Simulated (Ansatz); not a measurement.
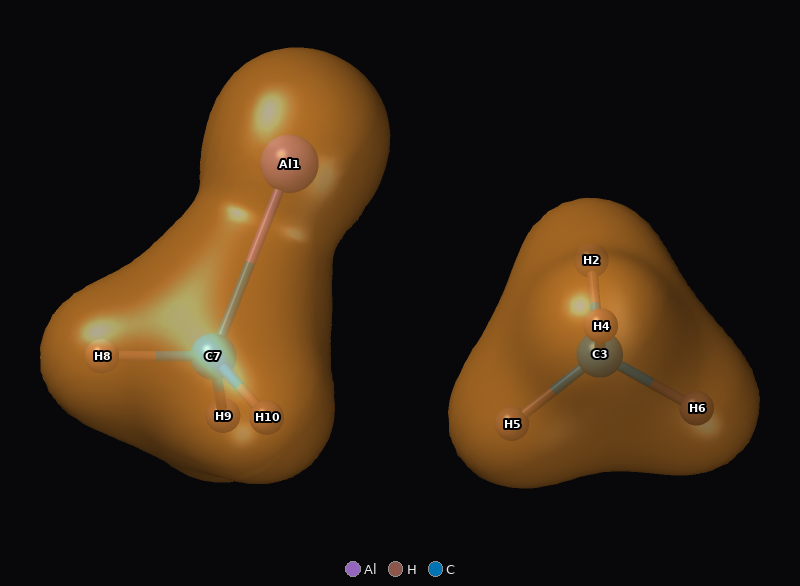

Figure. CH$_{3}$Al···CH$_{4}$. Isosurface of the electron density at 0.2 e/Å³ (orange), seen across its widest extent.

The calculation used RKS PBE-D4/6-31G* (Ansatz).

```xyz
10

Al   -1.2493   -1.0877    0.8166
H     1.6636    0.1519    1.4145
C     2.0317    0.1789    0.3762
H     2.1100   -0.8486   -0.0120
H     1.3421    0.7616   -0.2533
H     3.0266    0.6499    0.3590
C    -1.5052   -0.1041   -0.9202
H    -2.5127   -0.2813   -1.3483
H    -1.3990    0.9936   -0.8014
H    -0.7711   -0.4143   -1.6911
```

**Which contacts does the surface bridge?**

At this value the surface falls into two separate pieces. It bridges the sampled C–Al (2.01 Å) and C–H (1.10 Å) contacts, where the density stays above the isovalue. It is pinched off along the sampled C···Al (3.54 Å) contacts. On the grid the lowest density along these lines, outside the cores, is 0.03 e/Å³ (C···Al, 3.54 Å), 0.53 e/Å³ (C–Al, 2.01 Å) and 1.8 e/Å³ (C–H, 1.10 Å).
